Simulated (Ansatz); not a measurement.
**Nudged elastic band of GaH5SO2**

- system: GaH5SO2
- method: RKS B3LYP/def2-SVP (Ansatz 0.2.0)

One setting was made poor on purpose. It belongs to a series of runs on one base structure; here: band between the two ends.

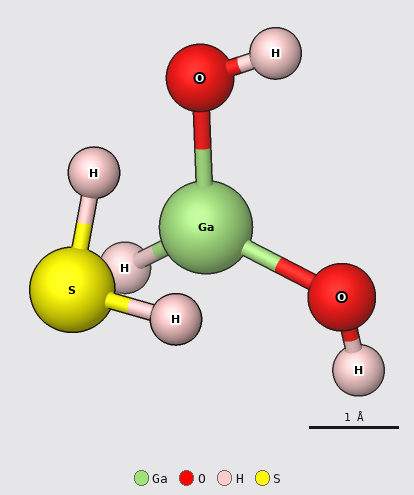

Figure 1. The structure as given in the input (ball-and-stick view, seen at a tilt). Sticks mark near contacts. Bond lengths as drawn: Ga–H 1.56 Å, Ga–O 1.81 Å, H–O 0.97 Å and H–S 1.36 Å.

### Input file
```yaml
crystal:
  periodic: [false, false, false]
  atoms:
    - { symbol: Ga, position_ang: [-0.26743, 0.02157, 0.132742] }
    - { symbol: O, position_ang: [-0.231781, -0.887045, 1.697287] }
    - { symbol: H, position_ang: [-1.0944, -1.199695, 1.997246] }
    - { symbol: O, position_ang: [1.419283, 0.234713, -0.501677] }
    - { symbol: H, position_ang: [2.049336, -0.317587, -0.019959] }
    - { symbol: H, position_ang: [-1.508245, 0.198908, -0.790317] }
    - { symbol: S, position_ang: [0.022508, 2.599431, 1.224667] }
    - { symbol: H, position_ang: [1.212349, 2.311523, 0.635736] }
    - { symbol: H, position_ang: [0.37208, 1.981181, 2.378776] }
basis:
  gaussian: { orbitals: def2-SVP }
hamiltonian:
  xc: b3lyp
neb:
  order_check: false
  images: 3
  f_tol: 0.05
  max_iterations: 60
  climbing: false
  final_atoms:
    - { symbol: Ga, position_ang: [0.00356896, 0.54221924, 0.02402193] }
    - { symbol: O, position_ang: [-0.20125476, -0.27958641, 2.05852283] }
    - { symbol: H, position_ang: [-1.08450746, -0.63377367, 2.2453173] }
    - { symbol: O, position_ang: [1.71667688, 0.14005551, -0.36631904] }
    - { symbol: H, position_ang: [1.83610357, -0.6981783, -0.82973889] }
    - { symbol: H, position_ang: [-1.24155695, -0.14549705, -0.63597305] }
    - { symbol: S, position_ang: [-0.11913599, 2.64575149, 0.86582195] }
    - { symbol: H, position_ang: [1.22806875, 2.78611478, 0.88108306] }
    - { symbol: H, position_ang: [-0.164263, 0.58589341, 2.51176491] }
  initial_path:
    images:
      - { positions_ang: [[-0.26743, 0.02157, 0.132742], [-0.231781, -0.887045, 1.697287], [-1.0944, -1.199695, 1.997246], [1.419283, 0.234713, -0.501677], [2.049336, -0.317587, -0.019959], [-1.508245, 0.198908, -0.790317], [0.022508, 2.599431, 1.224667], [1.212349, 2.311523, 0.635736], [0.37208, 1.981181, 2.378776]] }
      - { positions_ang: [[-0.10683905, 0.02447923, 0.05006287], [-0.15009318, -0.47337908, 1.89970256], [-1.04225571, -0.78478168, 2.18594864], [1.53570601, 0.16230956, -0.66874255], [2.01394235, -0.58365242, -0.51535444], [-1.38340832, 0.11768198, -0.84229776], [0.0491782, 2.51480479, 1.0518765], [0.88277763, 2.36886628, 1.41542378], [0.17469208, 1.59667034, 2.17788142]] }
      - { positions_ang: [[0.0537519, 0.02738847, -0.03261627], [-0.06840536, -0.05971316, 2.10211812], [-0.99011142, -0.36986836, 2.37465127], [1.65212902, 0.08990612, -0.83580811], [1.97854871, -0.84971785, -1.01074989], [-1.25857165, 0.03645596, -0.89427853], [0.0758484, 2.43017859, 0.879086], [0.55320626, 2.42620957, 2.19511156], [-0.02269584, 1.21215968, 1.97698684]] }
      - { positions_ang: [[0.02866043, 0.28480385, -0.00429717], [-0.13483006, -0.16964979, 2.08032048], [-1.03730944, -0.50182101, 2.30998429], [1.68440295, 0.11498081, -0.60106357], [1.90732614, -0.77394807, -0.92024439], [-1.2500643, -0.05452055, -0.76512579], [-0.02164379, 2.53796504, 0.87245398], [0.8906375, 2.60616217, 1.53809731], [-0.09347942, 0.89902654, 2.24437587]] }
      - { positions_ang: [[0.00356896, 0.54221924, 0.02402193], [-0.20125476, -0.27958641, 2.05852283], [-1.08450746, -0.63377367, 2.2453173], [1.71667688, 0.14005551, -0.36631904], [1.83610357, -0.6981783, -0.82973889], [-1.24155695, -0.14549705, -0.63597305], [-0.11913599, 2.64575149, 0.86582195], [1.22806875, 2.78611478, 0.88108306], [-0.164263, 0.58589341, 2.51176491]] }
```

Hardware: 2 threads of Arm Neoverse V1, 24 GiB of memory available, shared host.

Launched with:
```bash
ansatz run input.yaml --threads 2 --pin off --max-ram 3072MiB --backend cpu --events-out ev --progress --plain --runs-dir out
```

### What the program printed
```
Engine: ansatz 0.2.0, aarch64-unknown-linux-gnu
Functional definition: B3LYP
  parameter a0 = 0.2
  parameter ax = 0.72
  parameter ac = 0.81
  exchange = (1 - a0 - ax)*slater_x + ax*b88_x + a0*exact_x
  correlation = (1 - ac)*vwn_rpa_c + ac*lyp_c
1061 factors; integrals over basis functions are off by at most 3.1e-4 eV
mean field evaluation 1: about -67368.5438 eV, gradient 7.8e1 eV
mean field evaluation 2: about -67324.0909 eV, gradient 1.6e2 eV
mean field evaluation 4: about -67378.9226 eV, gradient 8.0e0 eV
mean field evaluation 8: about -67379.0446 eV, gradient 1.8e-1 eV
mean field -67379.04469214 eV, -2476.1342212793 hartree, gradient 7.8e-5 eV, S^2 0.000000; 0 other end points of the search recorded, 0 dependent functions left out
the calculation of the forces begins
reference -67379.04494156 eV, -2476.1342304454 hartree; 34, 34 occupied and 69, 69 virtual orbitals, 1061 factors
1063 factors; integrals over basis functions are off by at most 1.0e-3 eV
mean field evaluation 16: about -67370.7153 eV, gradient 7.2e1 eV
mean field -67379.56831362 eV, -2476.1534640138 hartree, gradient 2.8e-5 eV, S^2 0.000000; 0 other end points of the search recorded, 0 dependent functions left out
[... from here on the field's lines of each further geometry are left out, up to the last ...]
NEB iter   1: max|band force component| = 3.633e1 eV/Å  barrier→ = 6.9428 eV  barrier← = 7.4664 eV  Δτ_max = 0.2000 Å  (129 SCF iters)
NEB iter   2: max|band force component| = 9.585e0 eV/Å  barrier→ = 1.3943 eV  barrier← = 1.9179 eV  Δτ_max = 0.1970 Å  (88 SCF iters)
NEB iter   3: max|band force component| = 4.732e0 eV/Å  barrier→ = 0.5987 eV  barrier← = 1.1223 eV  Δτ_max = 0.1994 Å  (87 SCF iters)
NEB iter   4: max|band force component| = 1.378e0 eV/Å  barrier→ = 0.4705 eV  barrier← = 0.9941 eV  Δτ_max = 0.2000 Å  (86 SCF iters)
NEB iter   5: max|band force component| = 1.286e0 eV/Å  barrier→ = 0.4565 eV  barrier← = 0.9801 eV  Δτ_max = 0.1970 Å  (87 SCF iters)
NEB iter   6: max|band force component| = 1.234e0 eV/Å  barrier→ = 0.3400 eV  barrier← = 0.8636 eV  Δτ_max = 0.1945 Å  (81 SCF iters)
NEB iter   7: max|band force component| = 8.949e-1 eV/Å  barrier→ = 0.3774 eV  barrier← = 0.9011 eV  Δτ_max = 0.2000 Å  (85 SCF iters)
NEB iter   8: max|band force component| = 6.192e-1 eV/Å  barrier→ = 0.3019 eV  barrier← = 0.8255 eV  Δτ_max = 0.1827 Å  (84 SCF iters)
NEB iter   9: max|band force component| = 3.052e-1 eV/Å  barrier→ = 0.2271 eV  barrier← = 0.7507 eV  Δτ_max = 0.1851 Å  (78 SCF iters)
NEB iter  10: max|band force component| = 4.354e-1 eV/Å  barrier→ = 0.1876 eV  barrier← = 0.7113 eV  Δτ_max = 0.0941 Å  (76 SCF iters)
NEB iter  11: max|band force component| = 9.682e-1 eV/Å  barrier→ = 0.1663 eV  barrier← = 0.6899 eV  Δτ_max = 0.0468 Å  (78 SCF iters)
NEB iter  12: max|band force component| = 2.906e-1 eV/Å  barrier→ = 0.1397 eV  barrier← = 0.6633 eV  Δτ_max = 0.0351 Å  (75 SCF iters)
NEB iter  13: max|band force component| = 1.466e-1 eV/Å  barrier→ = 0.1417 eV  barrier← = 0.6654 eV  Δτ_max = 0.0240 Å  (76 SCF iters)
NEB iter  14: max|band force component| = 1.349e-1 eV/Å  barrier→ = 0.1330 eV  barrier← = 0.6566 eV  Δτ_max = 0.0219 Å  (74 SCF iters)
the calculation of the forces begins
reference -67379.48422789 eV, -2476.1503739203 hartree; 34, 34 occupied and 69, 69 virtual orbitals, 1063 factors
1063 factors; integrals over basis functions are off by at most 1.3e-3 eV
mean field -67378.91492641 eV, -2476.1294524766 hartree, gradient 8.0e-5 eV, S^2 0.000000; 1 other end points of the search recorded, 0 dependent functions left out
the calculation of the forces begins
reference -67378.91516815 eV, -2476.1294613605 hartree; 34, 34 occupied and 69, 69 virtual orbitals, 1063 factors
NEB iter  15: max|band force component| = 2.873e-2 eV/Å  barrier→ = 0.1298 eV  barrier← = 0.6534 eV  Δτ_max = 0.0000 Å  (154 SCF iters)
```

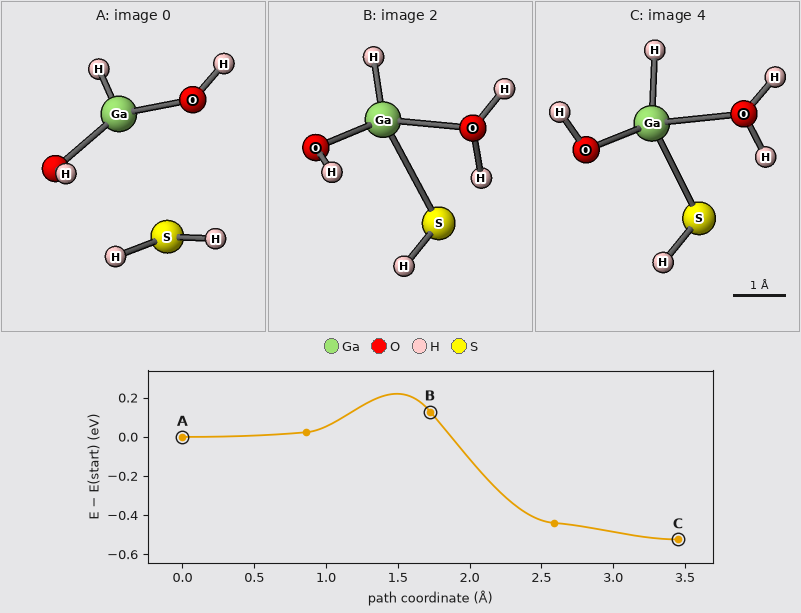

Figure 2. Images of the last band (counted from 0; ball-and-stick, seen at a tilt) above the energy along the path; the line is a cubic interpolation that uses the forces. The highest image is number 2, 0.130 eV above the start and 0.653 eV above the end; the end lies 0.524 eV below the start. The path is 3.45 Å long. The band converged in 15 iterations.

```
Total energy: -67378.91516815 eV, -2476.1294613605 hartree
Atom 0 at    -0.156038     0.320416    -0.045445 Å, force     0.076402     0.444681    -0.083697 eV/Å
Atom 1 at    -0.186847    -0.264179     1.836121 Å, force     0.013957     0.434924     0.191336 eV/Å
Atom 2 at    -0.951957    -0.785986     2.134872 Å, force     0.096838     0.262879     0.151295 eV/Å
Atom 3 at     1.460490    -0.052044    -0.725863 Å, force     0.042428    -0.113062    -0.064180 eV/Å
Atom 4 at     2.135808    -0.272954    -0.072219 Å, force    -0.013822     0.020267    -0.004006 eV/Å
Atom 5 at    -1.464792     0.148941    -0.866856 Å, force    -0.007012    -0.056351     0.044615 eV/Å
Atom 6 at    -0.033955     2.444816     1.260942 Å, force    -0.032835    -0.123386    -0.138264 eV/Å
Atom 7 at     1.315114     2.456152     1.158126 Å, force     0.024819     0.031667     0.062779 eV/Å
Atom 8 at    -0.144123     0.947838     2.074823 Å, force    -0.200775    -0.901619    -0.159876 eV/Å
Dipole moment:    -0.140417    -0.284483     0.513409 e Å
this run last wrote the band of iteration 15 to [file]
```

### The last band as extended XYZ (Å, eV, eV/Å)
```
9
Properties=species:S:1:pos:R:3:forces:R:3 image=0 energy=-67379.04469
Ga   -0.2674    0.0216    0.1327    0.0010  -0.0091   0.0098
O    -0.2318   -0.8870    1.6973   -0.0040   0.0137  -0.0243
H    -1.0944   -1.1997    1.9972    0.0002  -0.0037   0.0067
O     1.4193    0.2347   -0.5017   -0.0203  -0.0033   0.0050
H     2.0493   -0.3176   -0.0200    0.0221  -0.0057  -0.0004
H    -1.5082    0.1989   -0.7903    0.0016   0.0003  -0.0038
S     0.0225    2.5994    1.2247    0.0240  -0.0166   0.0254
H     1.2123    2.3115    0.6357   -0.0186   0.0047   0.0046
H     0.3721    1.9812    2.3788   -0.0061   0.0196  -0.0230
9
Properties=species:S:1:pos:R:3:forces:R:3 image=1 energy=-67379.02094
Ga   -0.2135    0.0421    0.0427   -0.0094  -0.0255   0.0156
O    -0.1666   -0.5957    1.7544   -0.0054  -0.0288  -0.0196
H    -1.0007   -0.9623    2.0743   -0.0045  -0.0163  -0.0066
O     1.4305    0.0428   -0.6900    0.0060   0.0125   0.0004
H     2.0876   -0.3693   -0.1138   -0.0028  -0.0075   0.0008
H    -1.4945    0.1397   -0.8349    0.0034   0.0024  -0.0019
S    -0.0188    2.5604    1.2697    0.0047   0.0128   0.0004
H     1.3112    2.4937    1.0289   -0.0024   0.0036  -0.0089
H     0.0384    1.5915    2.2233    0.0104   0.0467   0.0199
9
Properties=species:S:1:pos:R:3:forces:R:3 image=2 energy=-67378.91493
Ga   -0.1560    0.3204   -0.0454    0.0764   0.4447  -0.0837
O    -0.1868   -0.2642    1.8361    0.0140   0.4349   0.1913
H    -0.9520   -0.7860    2.1349    0.0968   0.2629   0.1513
O     1.4605   -0.0520   -0.7259    0.0424  -0.1131  -0.0642
H     2.1358   -0.2730   -0.0722   -0.0138   0.0203  -0.0040
H    -1.4648    0.1489   -0.8669   -0.0070  -0.0564   0.0446
S    -0.0340    2.4448    1.2609   -0.0328  -0.1234  -0.1383
H     1.3151    2.4562    1.1581    0.0248   0.0317   0.0628
H    -0.1441    0.9478    2.0748   -0.2008  -0.9016  -0.1599
9
Properties=species:S:1:pos:R:3:forces:R:3 image=3 energy=-67379.48398
Ga   -0.0774    0.5917   -0.0739    0.0109   0.0317  -0.0071
O    -0.1342   -0.3243    1.9172    0.0072  -0.0192   0.0039
H    -0.9612   -0.7694    2.1592   -0.0075  -0.0010  -0.0022
O     1.5594    0.1142   -0.6677    0.0125   0.0134   0.0185
H     1.9752   -0.6098   -0.1842   -0.0145  -0.0303  -0.0166
H    -1.4056    0.0613   -0.7125    0.0059  -0.0062   0.0100
S    -0.0892    2.6242    0.9694    0.0015   0.0221  -0.0204
H     1.2627    2.7000    0.9926   -0.0107   0.0156  -0.0130
H    -0.1560    0.5551    2.3544   -0.0052  -0.0261   0.0269
9
Properties=species:S:1:pos:R:3:forces:R:3 image=4 energy=-67379.56831
Ga    0.0036    0.5422    0.0240   -0.0098   0.0117   0.0043
O    -0.2013   -0.2796    2.0585   -0.0017  -0.0006   0.0003
H    -1.0845   -0.6338    2.2453   -0.0031  -0.0058  -0.0007
O     1.7167    0.1401   -0.3663    0.0072  -0.0006  -0.0017
H     1.8361   -0.6982   -0.8297   -0.0012   0.0001   0.0012
H    -1.2416   -0.1455   -0.6360    0.0019  -0.0027  -0.0010
S    -0.1191    2.6458    0.8658    0.0147  -0.0049  -0.0006
H     1.2281    2.7861    0.8811   -0.0109  -0.0002  -0.0036
H    -0.1643    0.5859    2.5118    0.0028   0.0030   0.0019
```

### Summary

```json
{"quantity": "outcome", "value": "converged"}
{"quantity": "barrier, forward", "value": "0.130 eV"}
{"quantity": "barrier, backward", "value": "0.653 eV"}
{"quantity": "wall time", "value": "2.1 min (CPU time 4.1 min)"}
{"quantity": "peak memory", "value": "0.24 GiB"}
```

A deliberately poor setting: few images. The order of the saddle point was not checked.
